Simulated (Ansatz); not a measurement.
**SOF2 (thionyl fluoride): wB97X/STO-3G**

Aim: the electronic atomisation energy of SOF2 (thionyl fluoride) at wB97X/STO-3G, from 4 runs. 

Program for the calculation: Ansatz 0.2.0.

70 further runs of the same task are left out: 9 that didn't finish, 61 set aside as unsound or not needed.

## Step 1: The molecule

SOF2: 4 atoms, total charge 0, spin state singlet. As SMILES, `O=S(F)F`. Geometry: relaxed at PBE0-D4/def2-TZVP.

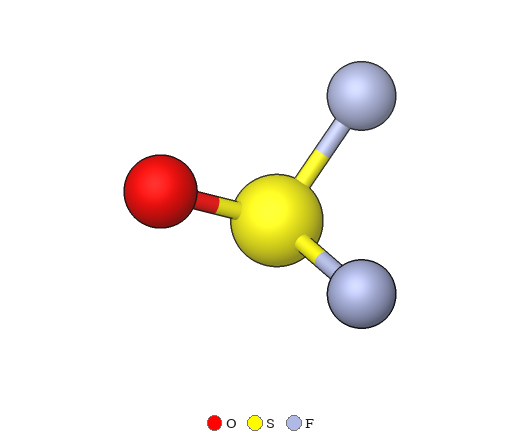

The structure, seen from a chosen angle (oxygen red, sulfur yellow, fluorine light blue).

## Step 2: The energy at wB97X/STO-3G

run.yaml

```yaml
crystal:
  periodic: [false, false, false]
  atoms:
    - symbol: O
      position_ang: [0.932400, 0.066600, -1.017800]
    - symbol: S
      position_ang: [-0.151300, -0.426200, -0.245700]
    - symbol: F
      position_ang: [-1.124400, 0.804200, 0.000400]
    - symbol: F
      position_ang: [0.343300, -0.444600, 1.263100]
basis:
  gaussian:
    orbitals: STO-3G
hamiltonian:
  xc: {name: wB97X}
accuracy: high
```

Command:

```sh
$ ansatz run run.yaml --threads 1 --pin off --max-ram 2610MiB --events-out events.jsonl --progress --plain --runs-dir runs
```

The program printed:

```text
Warning: RAYON_NUM_THREADS=1 ignored (pool sized by the plan → 1); use --threads N
Functional definition: wB97X
  name "wB97X"
  parameter omega = 0.3/bohr
  parameter cx = 0.157706
  parameter cx1 = 0.726479
  parameter cx2 = 1.04760
  parameter cx3 = -5.70635
  parameter cx4 = 13.2794
  parameter css1 = -4.33879
  parameter css2 = 18.2308
  parameter css3 = -31.7430
  parameter css4 = 17.2901
  parameter cos1 = 2.37031
  parameter cos2 = -11.3995
  parameter cos3 = 6.58405
  parameter cos4 = -3.78132
  exchange = spin_sum(e_x_unif_sr(omega)*poly(b97_u_x, 1 - cx, cx1, cx2, cx3, cx4)) + cx*exact_x_sr(omega)
      + exact_x_lr(omega)
  correlation = spin_sum(e_c_pw_same_spin*poly(b97_u_same, 1, css1, css2, css3, css4))
      + integral(e_c_pw_opposite_spin*poly(b97_u_opposite, 1, cos1, cos2, cos3, cos4))
463 factors; integrals over basis functions are off by at most 2.8e-8 eV
144 factors; integrals over basis functions are off by at most 6.7e-10 eV
mean field evaluation 1: about -18075.2338 eV, gradient 4.0e1 eV
mean field evaluation 2: about -18075.0865 eV, gradient 5.1e1 eV
mean field evaluation 4: about -18081.3899 eV, gradient 1.5e0 eV
mean field evaluation 8: about -18081.4232 eV, gradient 4.8e-3 eV
mean field evaluation 16: about -18081.4232 eV, gradient 2.8e-7 eV
mean field -18081.42323846 eV, -664.4800479845 hartree, gradient 5.5e-8 eV, S^2 0.000000; 0 other end points of the search recorded, 0 dependent functions left out
reference -18081.42323775 eV, -664.4800479584 hartree; 21, 21 occupied and 3, 3 virtual orbitals, 463 factors
Total energy: -18081.42323775 eV, -664.4800479584 hartree
```

It took 5.4 s on 1 thread of Arm Neoverse V1, shared host; peak memory 0.25 GiB.

## Step 3: The F atom, same level

run.yaml

```yaml
crystal:
  periodic: [false, false, false]
  atoms:
    - {symbol: F, position_ang: [0.000000, 0.000000, 0.000000]}
basis:
  gaussian: {orbitals: STO-3G}
magnetization: {spin_polarized: true, initial_magnetization: 1}
hamiltonian: {xc: {name: wB97X}}
accuracy: high
```

Run the same way, it converges to -98.27280 Eh (log not shown).

## Step 4: The O atom, same level

run.yaml

```yaml
basis:
  gaussian:
    orbitals: STO-3G
crystal:
  periodic: [false, false, false]
  atoms:
    - {symbol: O, position_ang: [0.000000, 0.000000, 0.000000]}
accuracy: high
total_charge: 0
hamiltonian:
  xc: {name: wB97X}
magnetization:
  spin_polarized: true
  initial_magnetization: 2
```

Run the same way, it converges to -74.03628 Eh (log not shown).

## Step 5: The S atom

in.yaml

```yaml
crystal:
  periodic: [false, false, false]
  atoms:
    - {symbol: S, position_ang: [0.000000, 0.000000, 0.000000]}
basis:
  gaussian:
    orbitals: STO-3G
magnetization:
  spin_polarized: true
  initial_magnetization: 2
hamiltonian:
  xc: {name: wB97X}
accuracy: high
```

Run the same way, it converges to -393.67757 Eh (log not shown).

## Step 6: Summary of results

At wB97X/STO-3G:

| quantity | value |
| --- | --- |
| molecule: total energy | -664.48005 Eh |
| F atom: total energy | -98.27280 Eh |
| F atom: ⟨S²⟩ | 0.750 |
| O atom: total energy | -74.03628 Eh |
| O atom: ⟨S²⟩ | 2.000 |
| S atom: total energy | -393.67757 Eh |
| S atom: ⟨S²⟩ | 2.000 |
| electronic atomisation energy | 6.003 eV |

Taking the molecule apart into free atoms costs 6.00 eV (579 kJ/mol), before zero-point energy and without spin-orbit coupling. In a minimal basis such a difference can be off by several eV, whatever the method.
